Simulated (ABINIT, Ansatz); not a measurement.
## K2PdC2 (P-3m1): G0W0 with ABINIT, start to end

How does a plane-wave GW calculation on K2PdC2 (P-3m1) run from the first input to the gap?

Program: ABINIT 10.8.3. Level of theory: PBEsol and many-body steps on it, plane waves. Results are calculated unless marked as measured.

In doubt: a PseudoDojo file used here is known to give poor structures and forces, which bears on pressures, cells, forces and phonons.

**1. The starting structure**

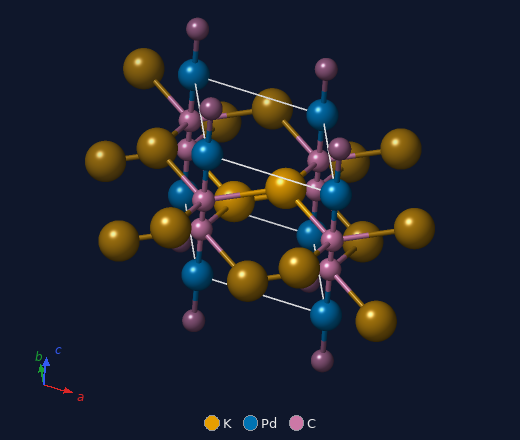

Start, viewed from a free direction; potassium orange, palladium blue, carbon pink. Some periodic images of atoms are drawn too.

The cell and positions are those that the Materials Project relaxed with its own functionals (PBE, PBE+U or r2SCAN), kept fixed.

**2. Ground state**

This step: ABINIT 10.8.3; DFT, PBEsol, plane waves, norm-conserving pseudopotentials.

The ground-state density comes first.

The input, run.abi:

```
acell 3*1.0 Angstrom
rprim 
  5.118184061448 -0.000000000011 0.000000000000
  -2.559092030714 4.432477418464 0.000000000000
  0.000000000000 0.000000000000 5.258137180000
ntypat 3
znucl 19 46 6
natom 5
typat 1 1 2 3 3
xred 
  0.666666666667 0.333333333333 0.720198210000
  0.333333333333 0.666666666667 0.279801790000
  0.000000000000 0.000000000000 0.000000000000
  0.000000000000 0.000000000000 0.620196780000
  0.000000000000 0.000000000000 0.379803220000
pp_dirpath "pseudos"
pseudos "K.upf, Pd.upf, C.upf"
ecut 37
ngkpt 6 6 4
nshiftk 1
shiftk 0 0 0
kptopt 1
chksymbreak 0
nband 28
occopt 1
tolvrs 1e-10
nstep 60
prtwf 0
optforces 0
optstress 0
indata_prefix "in"
outdata_prefix "out"
tmpdata_prefix "tmp"
```

Run with:

```
OMP_NUM_THREADS=1 mpirun -n 4 abinit run.abi > log
```

Numbers of over 12 decimals in the logs are rounded to 6 here.

Log:

```text
.Version 10.8.3 of ABINIT. v10.8.2 released Aug 2026.

 Symmetries : space group P-3 m 1 (#164); Bravais hP (primitive hexag.)
================================================================================
 Values of the parameters that define the memory need of the present run
     intxc =       0    ionmov =       0      iscf =       7    lmnmax =       6
     lnmax =       6     mgfft =      60  mpssoang =       3    mqgrid =    3001
     natom =       5  nloc_mem =       1    nspden =       1   nspinor =       1
    nsppol =       1      nsym =      12    n1xccc =    2501    ntypat =       3
    occopt =       1   xclevel =       2
-    mband =          28        mffmem =           1         mkmem =           6
       mpw =        8680          nfft =      174960          nkpt =          24
================================================================================
  Rough estimation (10% accuracy) of disk space for files :
================================================================================

--------------------------------------------------------------------------------
------------- Echo of variables that govern the present computation ------------
--------------------------------------------------------------------------------
 -outvars: echo values of preprocessed input variables --------
            acell      1.8897261259E+00  1.8897261259E+00  1.8897261259E+00 Bohr

      chksymbreak           0
             ecut      3.70000000E+01 Hartree
-          fftalg         312

              ixc     -116133
              kpt      0.00000000E+00  0.00000000E+00  0.00000000E+00
                       1.66666667E-01  0.00000000E+00  0.00000000E+00
                       3.33333333E-01  0.00000000E+00  0.00000000E+00
                       5.00000000E-01  0.00000000E+00  0.00000000E+00
                       1.66666667E-01  1.66666667E-01  0.00000000E+00
                       3.33333333E-01  1.66666667E-01  0.00000000E+00
                       3.33333333E-01  3.33333333E-01  0.00000000E+00
                       0.00000000E+00  0.00000000E+00  2.50000000E-01
                       1.66666667E-01  0.00000000E+00  2.50000000E-01
   [... 13 further rows ...]
                       3.33333333E-01  1.66666667E-01  5.00000000E-01
                       3.33333333E-01  3.33333333E-01  5.00000000E-01
         kptrlatt        6    0    0      0    6    0      0    0    4
          kptrlen      3.97457568E+01
P           mkmem           6
            natom           5
            nband          28
            ngfft          54      54      60
             nkpt          24
            nstep          60
             nsym          12
           ntypat           3
              occ      2.000000  2.000000  2.000000  2.000000  2.000000  2.000000
                       2.000000  2.000000  2.000000  2.000000  2.000000  2.000000
                       2.000000  2.000000  2.000000  2.000000  2.000000  2.000000
                       2.000000  2.000000  2.000000  2.000000  0.000000  0.000000
                       0.000000  0.000000  0.000000  0.000000
        optforces           0
        optstress           0
            prtwf           0
            rprim      5.1181840614E+00 -1.1000000000E-11  0.0000000000E+00
[...]
spgroup         164

           tolvrs      1.00000000E-10

             xred      6.6666666667E-01  3.3333333333E-01  7.2019821000E-01
[...]
znucl       19.00000   46.00000    6.00000

================================================================================

 chkinp: Checking input parameters for consistency.

================================================================================
== DATASET  1 ==================================================================
-   mpi_nproc: 4, omp_nthreads: 1 (-1 if OMP is not activated)

--- !DatasetInfo
iteration_state: {dtset: 1, }
dimensions: {natom: 5, nkpt: 24, mband: 28, nsppol: 1, nspinor: 1, nspden: 1, mpw: 8680, }
cutoff_energies: {ecut:  37.0, pawecutdg:  -1.0, }
electrons: {nelect:   4.40000000E+01, charge:   0.00000000E+00, occopt:   1.00000000E+00, tsmear:   1.00000000E-02, }

 Real(R)+Recip(G) space primitive vectors, cartesian coordinates (Bohr,Bohr^-1):
 R(1)=  9.6719661  0.0000000  0.0000000  G(1)=  0.1033916  0.0596932  0.0000000
 R(2)= -4.8359831  8.3761684  0.0000000  G(2)=  0.0000000  0.1193863  0.0000000
 R(3)=  0.0000000  0.0000000  9.9364392  G(3)=  0.0000000  0.0000000  0.1006397
 Unit cell volume ucvol=  8.0499085E+02 bohr^3
 Angles (23,13,12)=  9.00000000E+01  9.00000000E+01  1.20000000E+02 degrees

 getcut: wavevector=  0.0000  0.0000  0.0000  ngfft=  54  54  60
         ecut(hartree)=     37.000   => boxcut(ratio)=   2.03945

--- Pseudopotential description ------------------------------------------------
- K Generated using ONCVPSP code by D. R. Hamann
- 19.00000   9.00000  180301                  znucl, zion, pspdat
12 -116133 2 -1 2250                          pspcod,pspxc,lmax,lloc,mmax
     nproj     2     2     2
  pspatm : epsatm=    8.32504554
         --- l  ekb(1:nproj) -->
[...]
pspatm: atomic psp has been read  and splines computed

- Pd Generated using ONCVPSP code by D. R. Hamann
- 46.00000  18.00000  180301                  znucl, zion, pspdat
12 -116133 2 -1 1238                          pspcod,pspxc,lmax,lloc,mmax
     nproj     2     2     2
  pspatm : epsatm=   26.17260746
         --- l  ekb(1:nproj) -->
[...]
pspatm: atomic psp has been read  and splines computed

- C Generated using ONCVPSP code by D. R. Hamann
-  6.00000   4.00000  180301                  znucl, zion, pspdat
12 -116133 1 -1 1248                          pspcod,pspxc,lmax,lloc,mmax
     nproj     2     2     0
  pspatm : epsatm=    4.34909242
         --- l  ekb(1:nproj) -->
[...]
pspatm: atomic psp has been read  and splines computed

   2.26691887E+03                                ecore*ucvol(ha*bohr**3)
--------------------------------------------------------------------------------

_setup2: Arith. and geom. avg. npw (full set) are    8653.882    8653.868

================================================================================

--- !BeginCycle
iteration_state: {dtset: 1, }
solver: {iscf: 7, nstep: 60, nline: 4, wfoptalg: 0, }
tolerances: {tolvrs: 1.00E-10, }

     iter   Etot(hartree)      deltaE(h)  residm     vres2
 ETOT  1  -203.15143185728    -2.032E+02 1.031E-01 2.298E+04
 ETOT  2  -201.76834834356     1.383E+00 3.637E-02 3.970E+04
 ETOT  3  -206.37758779697    -4.609E+00 3.086E-02 3.832E+03
 ETOT  4  -206.53323400950    -1.556E-01 1.088E-02 2.700E+03
 ETOT  5  -206.70515353311    -1.719E-01 1.751E-03 1.173E+03
 ETOT  6  -206.83603591194    -1.309E-01 2.372E-03 1.437E+02
 ETOT  7  -206.82907097008     6.965E-03 1.492E-03 1.881E+02
 ETOT  8  -206.85339152786    -2.432E-02 7.399E-04 2.924E-01
 ETOT  9  -206.85338712135     4.407E-06 2.342E-03 4.653E-01
 ETOT 10  -206.85338193980     5.182E-06 3.693E-04 3.237E-01
[...]
ETOT 15  -206.85342832852    -1.174E-09 2.333E-04 2.819E-07
 ETOT 16  -206.85342832859    -6.972E-11 5.643E-05 7.591E-09
 ETOT 17  -206.85342832856     3.334E-11 1.048E-04 1.410E-09
 ETOT 18  -206.85342832858    -1.697E-11 3.382E-05 3.274E-10
 ETOT 19  -206.85342832858    -7.276E-12 7.852E-05 1.602E-11

 At SCF step   19       vres2   =  1.60E-11 < tolvrs=  1.00E-10 =>converged.

--- !ResultsGS
iteration_state: {dtset: 1, }
comment   : Summary of ground state results
lattice_vectors:
- [  9.6719661,  -0.0000000,   0.0000000, ]
- [ -4.8359831,   8.3761684,   0.0000000, ]
- [  0.0000000,   0.0000000,   9.9364392, ]
lattice_lengths: [   9.67197,    9.67197,    9.93644, ]
lattice_angles: [ 90.000,  90.000, 120.000, ] # degrees, (23, 13, 12)
lattice_volume:   8.0499085E+02
convergence: {deltae: -7.276E-12, res2:  1.602E-11, residm:  7.852E-05, diffor:  0.000E+00, }
etotal    :  -2.06853428E+02
entropy   :   0.00000000E+00
fermie    :   1.18459066E-01
cartesian_stress_tensor: null
pressure_GPa: null
xred      :
- [  6.6667E-01,   3.3333E-01,   7.2020E-01,  K]
- [  3.3333E-01,   6.6667E-01,   2.7980E-01,  K]
- [  0.0000E+00,   0.0000E+00,   0.0000E+00, Pd]
- [  0.0000E+00,   0.0000E+00,   6.2020E-01,  C]
- [  0.0000E+00,   0.0000E+00,   3.7980E-01,  C]
cartesian_forces: null
force_length_stats: {min: null, max: null, mean: null, }

 Integrated electronic density in atomic spheres:
 ------------------------------------------------
 Atom  Sphere_radius  Integrated_density
[...]
================================================================================

 ----iterations are completed or convergence reached----

 Mean square residual over all n,k,spin=   36.554E-08; max=  78.524E-06
 reduced coordinates (array xred) for    5 atoms
       0.666666666667      0.333333333333      0.720198210000
       0.333333333333      0.666666666667      0.279801790000
       0.000000000000      0.000000000000      0.000000000000
       0.000000000000      0.000000000000      0.620196780000
       0.000000000000      0.000000000000      0.379803220000
 rms dE/dt=  0.0000E+00; max dE/dt=  0.0000E+00; dE/dt below (all hartree)
    1       0.000000000000      0.000000000000      0.000000000000
    2       0.000000000000      0.000000000000      0.000000000000
    3       0.000000000000      0.000000000000      0.000000000000
    4       0.000000000000      0.000000000000      0.000000000000
    5       0.000000000000      0.000000000000      0.000000000000

 cartesian coordinates (angstrom) at end:
    1      2.559092     1.477492     3.786901
    2      6.67e-12     2.954985     1.471236
    3      0.000000     0.000000     0.000000
    4      0.000000     0.000000     3.261080
    5      0.000000     0.000000     1.997057
 length scales=  1.889726125908  1.889726125908  1.889726125908 bohr
              =  1.000000000000  1.000000000000  1.000000000000 angstroms
 prteigrs : about to open file out_EIG
 Fermi (or HOMO) energy (hartree) =   0.11846   Average Vxc (hartree)=  -0.31191
 Eigenvalues (hartree) for nkpt=  24  k points:
 kpt#   1, nband= 28, wtk=  0.00694, kpt=  0.0000  0.0000  0.0000 (reduced coord)
  -2.93238   -1.68596   -1.66938   -1.66938   -0.97640   -0.97469   -0.38170   -0.37384
  -0.37384   -0.37029   -0.36918   -0.36918   -0.35860   -0.06924   -0.05289    0.02981
   0.02981    0.04856    0.04856    0.06283    0.07674    0.07674    0.26958    0.28207
   0.31229    0.31229    0.32857    0.32857
 prteigrs : prtvol=0 or 1, do not print more k-points.

--- !EnergyTerms
iteration_state     : {dtset: 1, }
comment             : Components of total free energy in Hartree
kinetic             :  7.39701726712744E+01
hartree             :  7.03112551687208E+01
xc                  : -3.73072986091102E+01
Ewald energy        : -1.11463518727540E+02
psp_core            :  2.81608027908364E+00
local_psp           : -2.14410322222391E+02
non_local_psp       :  9.23020311137824E+00
total_energy        : -2.06853428328584E+02
total_energy_eV     : -5.62876853455444E+03
band_energy         : -2.43653204334897E+01

== END DATASET(S) ==============================================================
================================================================================

 -outvars: echo values of variables after computation  --------
           etotal     -2.0685342833E+02
            nband          28
             nkpt          24
          spgroup         164
 [... the other variables as echoed above ...]

 Calculation completed.
```

The job ended after 3.4 min (4 MPI ranks of Intel Xeon Platinum 8223CL at 3.00GHz (Skylake/Cascade Lake), shared host; peak memory 0.54 GiB; 13 min of CPU time).

This step gave:

```yaml
total_energy: -5628.7685 eV
gap: 1.364 eV
k_of_the_valence_top: 0, 0, 0.5
k_of_the_conduction_bottom: 0.5, 0, 0.5
least_direct_gap: 1.390 eV
```

The gap is indirect, with the least direct gap 0.03 eV higher.

(Part 1 of 3 ends here.)

[Paths, hosts, dates, memory and timing lines, banners, echoed tables and standing remarks are left out of the program output.]

[Logs are printed without paths, hosts, clocks, repeated set-up lines and the standing remarks that a program may print on its own settings, such as how far it seeks lower states.]

[Runs of the session that timed out or met a known fault of the program may be left out.]

[Hosts, paths, dates, database ids (printed as entryN), source tags and the programs' standing remarks are cut or masked in the printed files.]

[G0W0 gaps are taken among the corrected bands and points alone; a level outside them can change the order at an edge.]

[Where Ansatz stands beside ABINIT at settings called matched, ABINIT's density can come from a denser mesh and the files from another edition; pairs whose starting gaps differed by over 0.03 eV were left out, so agreement reads better than it is.]
